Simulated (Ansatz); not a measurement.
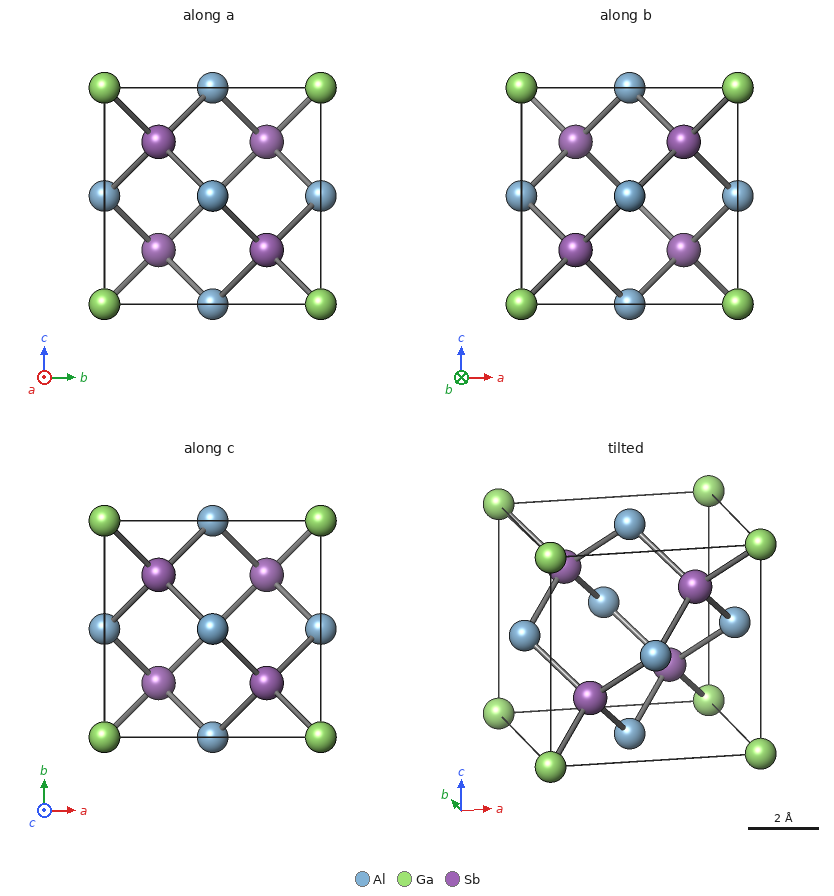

This ball-and-stick model is shown along the a axis, along the b axis, along the c axis and slightly off an axis. Atoms at the boundary of the conventional unit cell (the box) are drawn once for each face, edge or corner they touch.

Lattice parameters: a = 6.2227 Å, b = 6.2227 Å, c = 6.2227 Å, α = 90.000°, β = 90.000°, γ = 90.000°.

Question: Express the structure as a CIF in P1 with every atom of the cell.

Answer:
```cif
data_structure
_symmetry_space_group_name_H-M 'P 1'
_symmetry_Int_Tables_number 1
_cell_length_a 6.2227
_cell_length_b 6.2227
_cell_length_c 6.2227
_cell_angle_alpha 90.000
_cell_angle_beta 90.000
_cell_angle_gamma 90.000
_cell_volume 240.96
loop_
_atom_site_label
_atom_site_type_symbol
_atom_site_fract_x
_atom_site_fract_y
_atom_site_fract_z
_atom_site_occupancy
Al1 Al 0.5000 0.5000 0.0000 1
Al2 Al 0.5000 0.0000 0.5000 1
Al3 Al 0.0000 0.5000 0.5000 1
Ga1 Ga 0.0000 0.0000 0.0000 1
Sb1 Sb 0.7499 0.7499 0.2501 1
Sb2 Sb 0.7499 0.2501 0.7499 1
Sb3 Sb 0.2501 0.7499 0.7499 1
Sb4 Sb 0.2501 0.2501 0.2501 1
```

It derives from a structure type filled with these elements by a generator (whether the compound takes this form wasn't checked). The geometry was optimised with Ansatz, DFT PBE, scalar-relativistic, plane waves, PAW.
